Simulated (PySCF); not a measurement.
## Energy and gradient calculation of BSiH4SO (part 2 of 2)

The same run, continued: BSiH4SO, multiplicity 2; HF/def2-SVP, UHF (PySCF 2.14.0). The geometry comes from this level: PBE0-D4/def2-TZVP.

Geometry of the input (Å):
```
Si -0.8967  1.2223  0.1973
O  0.3267  0.2295  -0.3383
B  0.6099  -1.0417  -0.0506
S  2.0004  -1.9278  -0.7627
H  -0.6693  2.5368  -0.4422
H  -0.8305  1.3410  1.6733
H  -2.2058  0.6617  -0.2139
H  1.7576  -3.0790  -0.1186
```

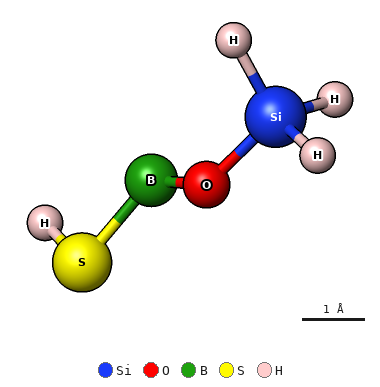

The input geometry (ball-and-stick view, seen at a tilt).

## Output, continued
```
MO #52  energy= 0.997856479338109  | 0.999545391060427  occ= 0 | 0
MO #53  energy= 1.0181195709445    | 1.03122171404681   occ= 0 | 0
MO #54  energy= 1.11534326079611   | 1.11739751086044   occ= 0 | 0
MO #55  energy= 1.14483899912292   | 1.14664122595903   occ= 0 | 0
MO #56  energy= 1.14712358860671   | 1.1522750122439    occ= 0 | 0
MO #57  energy= 1.2827995664146    | 1.30115329533597   occ= 0 | 0
MO #58  energy= 1.29488699133581   | 1.31196095373302   occ= 0 | 0
MO #59  energy= 1.33599438432812   | 1.35094209092378   occ= 0 | 0
MO #60  energy= 1.36400849840947   | 1.37845873849042   occ= 0 | 0
MO #61  energy= 1.42828678255096   | 1.4455873415358    occ= 0 | 0
MO #62  energy= 1.44523693547995   | 1.46352830117171   occ= 0 | 0
MO #63  energy= 1.49407782640016   | 1.50210620485705   occ= 0 | 0
MO #64  energy= 1.49654978248071   | 1.51311169384777   occ= 0 | 0
MO #65  energy= 1.62050960685367   | 1.62033833082787   occ= 0 | 0
MO #66  energy= 1.65453469904781   | 1.67186534747518   occ= 0 | 0
MO #67  energy= 1.77131460707665   | 1.77799909539802   occ= 0 | 0
MO #68  energy= 1.81025370923279   | 1.81157368838885   occ= 0 | 0
MO #69  energy= 1.83672075015446   | 1.83846370027986   occ= 0 | 0
MO #70  energy= 1.85613480021625   | 1.86590910706737   occ= 0 | 0
MO #71  energy= 1.91085804442081   | 1.91597735698252   occ= 0 | 0
MO #72  energy= 1.96429958865061   | 1.97359719653115   occ= 0 | 0
MO #73  energy= 1.98544499711302   | 1.9855256236337    occ= 0 | 0
MO #74  energy= 2.02198852161999   | 2.02220047762132   occ= 0 | 0
MO #75  energy= 2.05286122677966   | 2.07427235698873   occ= 0 | 0
MO #76  energy= 2.27294206041916   | 2.27300249242927   occ= 0 | 0
MO #77  energy= 2.46859344452189   | 2.46856116777144   occ= 0 | 0
MO #78  energy= 2.48636543008901   | 2.48641026222619   occ= 0 | 0
MO #79  energy= 2.52288597953559   | 2.52562436220219   occ= 0 | 0
MO #80  energy= 3.04080349253585   | 3.04607308400771   occ= 0 | 0
MO #81  energy= 3.13747004145389   | 3.14667876767992   occ= 0 | 0
MO #82  energy= 3.26967254691207   | 3.27362238765674   occ= 0 | 0
MO #83  energy= 3.51952383578118   | 3.52764981557346   occ= 0 | 0
MO #84  energy= 3.71640570259572   | 3.72267943953035   occ= 0 | 0

To work with the spin densities directly, `use mulliken_meta_spin()` only printing them here.

 ** Mulliken spin pop alpha/beta on meta-lowdin orthogonal AOs **
 ** Mulliken Spin Density (per AO)  **
spin_pop of  0 Si 1s        0.00000
spin_pop of  0 Si 2s        0.00000
spin_pop of  0 Si 3s        0.00005
spin_pop of  0 Si 4s        0.00111
spin_pop of  0 Si 2px      -0.00000
spin_pop of  0 Si 2py       0.00000
spin_pop of  0 Si 2pz       0.00000
spin_pop of  0 Si 3px      -0.00063
spin_pop of  0 Si 3py      -0.00134
spin_pop of  0 Si 3pz       0.00036
spin_pop of  0 Si 4px       0.00039
spin_pop of  0 Si 4py       0.00035
spin_pop of  0 Si 4pz       0.00000
spin_pop of  0 Si 3dxy      0.00011
spin_pop of  0 Si 3dyz     -0.00002
spin_pop of  0 Si 3dz^2    -0.00004
spin_pop of  0 Si 3dxz     -0.00007
spin_pop of  0 Si 3dx2-y2   -0.00031
spin_pop of  1 O 1s       -0.00000
spin_pop of  1 O 2s        0.00093
spin_pop of  1 O 3s        0.00010
spin_pop of  1 O 2px       0.01923
spin_pop of  1 O 2py       0.00796
spin_pop of  1 O 2pz       0.01872
spin_pop of  1 O 3px       0.00105
spin_pop of  1 O 3py       0.00033
spin_pop of  1 O 3pz       0.00098
spin_pop of  1 O 3dxy     -0.00000
spin_pop of  1 O 3dyz     -0.00007
spin_pop of  1 O 3dz^2     0.00005
spin_pop of  1 O 3dxz      0.00010
spin_pop of  1 O 3dx2-y2    0.00005
spin_pop of  2 B 1s        0.00004
spin_pop of  2 B 2s        0.31636
spin_pop of  2 B 3s        0.01578
spin_pop of  2 B 2px       0.20547
spin_pop of  2 B 2py       0.12717
spin_pop of  2 B 2pz       0.24822
spin_pop of  2 B 3px      -0.00032
spin_pop of  2 B 3py       0.00045
spin_pop of  2 B 3pz      -0.00026
spin_pop of  2 B 3dxy     -0.00018
spin_pop of  2 B 3dyz     -0.00015
spin_pop of  2 B 3dz^2    -0.00026
spin_pop of  2 B 3dxz      0.00055
spin_pop of  2 B 3dx2-y2   -0.00009
spin_pop of  3 S 1s        0.00000
spin_pop of  3 S 2s        0.00000
spin_pop of  3 S 3s       -0.00352
spin_pop of  3 S 4s        0.00115
spin_pop of  3 S 2px       0.00000
spin_pop of  3 S 2py       0.00000
spin_pop of  3 S 2pz       0.00000
spin_pop of  3 S 3px       0.03587
spin_pop of  3 S 3py      -0.00264
spin_pop of  3 S 3pz       0.00166
spin_pop of  3 S 4px       0.00022
spin_pop of  3 S 4py       0.00053
spin_pop of  3 S 4pz       0.00025
spin_pop of  3 S 3dxy      0.00086
spin_pop of  3 S 3dyz      0.00028
spin_pop of  3 S 3dz^2     0.00038
spin_pop of  3 S 3dxz     -0.00099
spin_pop of  3 S 3dx2-y2   -0.00021
spin_pop of  4 H 1s       -0.00157
spin_pop of  4 H 2s       -0.00003
spin_pop of  4 H 2px      -0.00000
spin_pop of  4 H 2py      -0.00001
spin_pop of  4 H 2pz      -0.00001
spin_pop of  5 H 1s       -0.00109
spin_pop of  5 H 2s        0.00006
spin_pop of  5 H 2px      -0.00000
spin_pop of  5 H 2py       0.00000
spin_pop of  5 H 2pz      -0.00001
spin_pop of  6 H 1s       -0.00099
spin_pop of  6 H 2s        0.00005
spin_pop of  6 H 2px       0.00000
spin_pop of  6 H 2py      -0.00001
spin_pop of  6 H 2pz      -0.00000
spin_pop of  7 H 1s        0.00712
spin_pop of  7 H 2s        0.00044
spin_pop of  7 H 2px      -0.00006
spin_pop of  7 H 2py       0.00014
spin_pop of  7 H 2pz      -0.00002
 ** Mulliken Spin Density (per atom)  **
spin density of  0 Si =     -0.00002
spin density of  1 O =      0.04942
spin density of  2 B =      0.91277
spin density of  3 S =      0.03383
spin density of  4 H =     -0.00162
spin density of  5 H =     -0.00105
spin density of  6 H =     -0.00095
spin density of  7 H =      0.00762
 ** Mulliken pop alpha/beta on meta-lowdin orthogonal AOs **
 ** Mulliken pop       alpha | beta **
pop of  0 Si 1s        1.00000 | 1.00000
pop of  0 Si 2s        0.99996 | 0.99996
pop of  0 Si 3s        0.48662 | 0.48657
pop of  0 Si 4s        0.00422 | 0.00311
pop of  0 Si 2px       0.99999 | 0.99999
pop of  0 Si 2py       0.99999 | 0.99999
pop of  0 Si 2pz       1.00000 | 1.00000
pop of  0 Si 3px       0.29813 | 0.29876
pop of  0 Si 3py       0.32815 | 0.32949
pop of  0 Si 3pz       0.37877 | 0.37842
pop of  0 Si 4px       0.00615 | 0.00576
pop of  0 Si 4py       0.00501 | 0.00466
pop of  0 Si 4pz       0.00604 | 0.00604
pop of  0 Si 3dxy      0.00515 | 0.00504
pop of  0 Si 3dyz      0.00390 | 0.00391
pop of  0 Si 3dz^2     0.00715 | 0.00719
pop of  0 Si 3dxz      0.00228 | 0.00234
pop of  0 Si 3dx2-y2    0.00615 | 0.00646
pop of  1 O 1s        0.99999 | 0.99999
pop of  1 O 2s        0.76663 | 0.76570
pop of  1 O 3s        0.00122 | 0.00112
pop of  1 O 2px       0.87019 | 0.85096
pop of  1 O 2py       0.80281 | 0.79486
pop of  1 O 2pz       0.89802 | 0.87930
pop of  1 O 3px       0.00273 | 0.00168
pop of  1 O 3py       0.00135 | 0.00102
pop of  1 O 3pz       0.00288 | 0.00190
pop of  1 O 3dxy      0.00050 | 0.00050
pop of  1 O 3dyz      0.00051 | 0.00058
pop of  1 O 3dz^2     0.00055 | 0.00050
pop of  1 O 3dxz      0.00059 | 0.00049
pop of  1 O 3dx2-y2    0.00099 | 0.00095
pop of  2 B 1s        0.99994 | 0.99991
pop of  2 B 2s        0.63259 | 0.31623
pop of  2 B 3s        0.01798 | 0.00221
pop of  2 B 2px       0.42143 | 0.21596
pop of  2 B 2py       0.39567 | 0.26850
pop of  2 B 2pz       0.39973 | 0.15151
pop of  2 B 3px       0.00322 | 0.00354
pop of  2 B 3py       0.00503 | 0.00458
pop of  2 B 3pz       0.00183 | 0.00210
pop of  2 B 3dxy      0.00254 | 0.00272
pop of  2 B 3dyz      0.00217 | 0.00231
pop of  2 B 3dz^2     0.00090 | 0.00116
pop of  2 B 3dxz      0.00175 | 0.00120
pop of  2 B 3dx2-y2    0.00265 | 0.00274
pop of  3 S 1s        1.00000 | 1.00000
pop of  3 S 2s        0.99999 | 0.99999
pop of  3 S 3s        0.81333 | 0.81685
pop of  3 S 4s        0.00349 | 0.00234
pop of  3 S 2px       0.99999 | 0.99999
pop of  3 S 2py       0.99998 | 0.99998
pop of  3 S 2pz       0.99999 | 0.99999
pop of  3 S 3px       0.80732 | 0.77146
pop of  3 S 3py       0.56960 | 0.57224
pop of  3 S 3pz       0.83023 | 0.82858
pop of  3 S 4px       0.00118 | 0.00096
pop of  3 S 4py       0.00420 | 0.00367
pop of  3 S 4pz       0.00075 | 0.00050
pop of  3 S 3dxy      0.00278 | 0.00192
pop of  3 S 3dyz      0.00361 | 0.00333
pop of  3 S 3dz^2     0.00135 | 0.00097
pop of  3 S 3dxz      0.00177 | 0.00276
pop of  3 S 3dx2-y2    0.00260 | 0.00281
pop of  4 H 1s        0.56520 | 0.56677
pop of  4 H 2s        0.00133 | 0.00136
pop of  4 H 2px       0.00011 | 0.00012
pop of  4 H 2py       0.00204 | 0.00205
pop of  4 H 2pz       0.00056 | 0.00056
pop of  5 H 1s        0.57009 | 0.57118
pop of  5 H 2s        0.00143 | 0.00137
pop of  5 H 2px       0.00005 | 0.00005
pop of  5 H 2py       0.00004 | 0.00004
pop of  5 H 2pz       0.00265 | 0.00266
pop of  6 H 1s        0.57016 | 0.57115
pop of  6 H 2s        0.00142 | 0.00137
pop of  6 H 2px       0.00202 | 0.00202
pop of  6 H 2py       0.00046 | 0.00047
pop of  6 H 2pz       0.00025 | 0.00026
pop of  7 H 1s        0.45777 | 0.45065
pop of  7 H 2s        0.00461 | 0.00417
pop of  7 H 2px       0.00026 | 0.00032
pop of  7 H 2py       0.00240 | 0.00226
pop of  7 H 2pz       0.00093 | 0.00095
In total            24.00000 | 23.00000
 ** Mulliken atomic charges   ( Nelec_alpha | Nelec_beta ) **
charge of  0Si =      0.92468  (     6.53765      6.53767 )
charge of  1O =     -0.64849  (     4.34895      4.29953 )
charge of  2B =      0.13792  (     2.88742      1.97465 )
charge of  3S =     -0.05052  (     8.04217      8.00835 )
charge of  4H =     -0.14011  (     0.56924      0.57087 )
charge of  5H =     -0.14957  (     0.57426      0.57531 )
charge of  6H =     -0.14959  (     0.57432      0.57527 )
charge of  7H =      0.07568  (     0.46597      0.45835 )
Dipole moment(X, Y, Z, Debye): -1.25306,  0.17054,  0.88994
```
